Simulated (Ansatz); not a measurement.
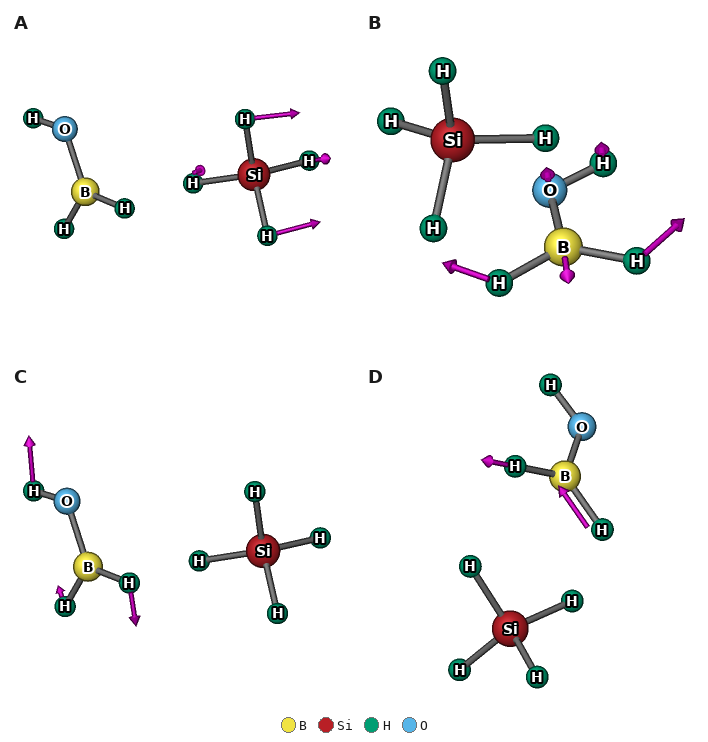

4 normal modes of one molecule or complex, as arrows. Harmonic vibrations computed with RKS PBE0-D4/def2-TZVP (Ansatz 0.2.0) at a stationary point of the same level.

> Match the panels to the wavenumbers 900 cm⁻¹, 1171 cm⁻¹, 1383 cm⁻¹, 2649 cm⁻¹.

A: 900 cm⁻¹, H–Si–H bending
B: 1383 cm⁻¹
C: 1171 cm⁻¹, angle bending
D: 2649 cm⁻¹, out-of-phase stretching of 2 B–H bonds
